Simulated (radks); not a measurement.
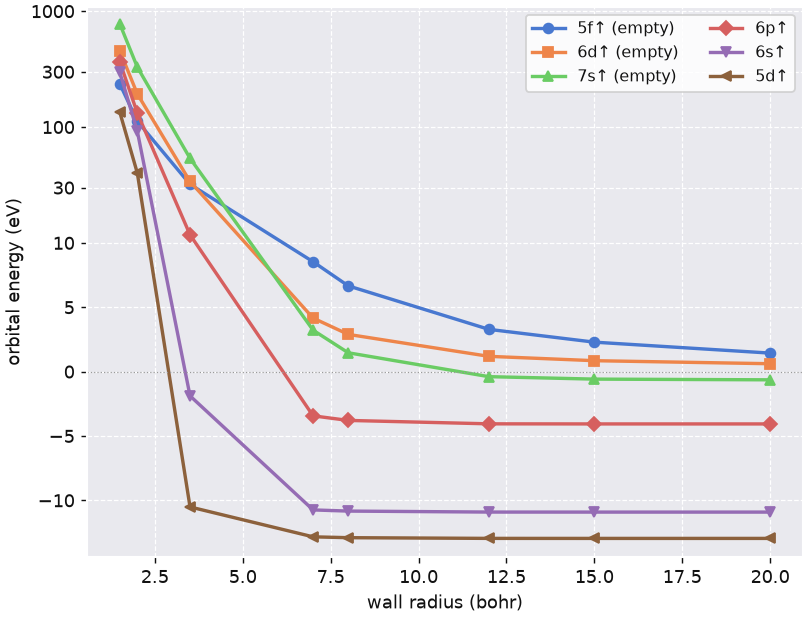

System: a free Pb atom, configuration [Xe] 4f14 5d10 6s2 6p2 (high spin). It is put inside a hard spherical wall of varying radius. All numbers are computed, not measured: scalar-relativistic Kohn-Sham, LDA (Slater exchange, Perdew-Wang correlation), spin-polarised, spherical densities, point nucleus (the in-house radial solver radks). The plot shows the outer orbital energies (spin up), on a scale that is linear within ±10 eV and logarithmic beyond.

Q: Describe the level shifts under confinement.

A: The levels rise as the wall closes in: 6p↑ goes from −4.06 eV at 20 bohr to 367.7 eV at 1.5 bohr and passes zero between 7 and 3.5 bohr. On compression 5f↑ drops below 6d↑ between 7 and 3.5 bohr, 5f↑ drops below 7s↑ between 7 and 3.5 bohr, 5f↑ drops below 6p↑ between 3.5 and 2 bohr and 5f↑ drops below 6s↑ between 2 and 1.5 bohr; in each crossing pair the level of higher l rises less. The fastest to rise is 7s↑ (by 782.2 eV), the slowest 5d↑ (by 156.5 eV): the wall presses hardest on the most extended orbitals.
